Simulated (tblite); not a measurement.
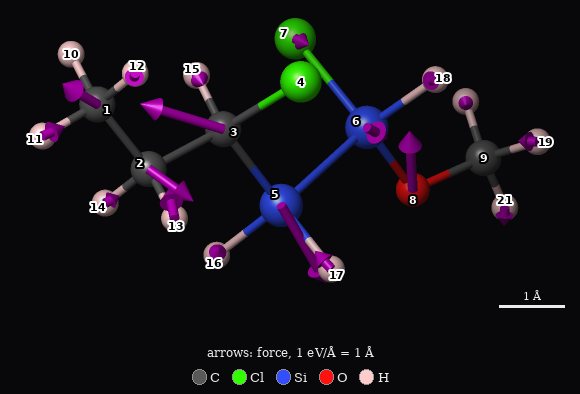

Starting geometry of C₄H₁₂Cl₂OSi₂ with the computed forces as purple arrows. The picture is a ball-and-stick view, seen from a free direction.

The calculation used tblite, GFN2-xTB geometry optimisation, gas phase. 

Q: Is this structure relaxed? If not, where do the atoms go?

A: It isn't relaxed: the largest force vector, on a Si atom, is 1.72 eV/Å. The final displacements have little in common with the starting forces (cosine between the two patterns 0.14). After 100 geometry steps the energy has fallen by 0.302 eV. An H atom moves most after the best rigid fit: 0.59 Å. By element the largest moves are H 0.59 Å, Cl 0.53 Å, O 0.44 Å, Si 0.40 Å, C 0.25 Å. Near-neighbour distances that change, for instance: C–Si 1.864 → 1.916 Å, O–Si 1.671 → 1.621 Å, C–C 1.547 → 1.516 Å, C–H 1.115 → 1.091 Å. Bond angles that change, for instance: Si–Si–O 111.8° → 97.9°, Si–O–C 119.4° → 129.6°, Si–Si–H 112.3° → 121.9°. Groups turn about O–Si by about 25°. The run took 1.2 s on 1 thread of Arm Neoverse V2, on a shared host.
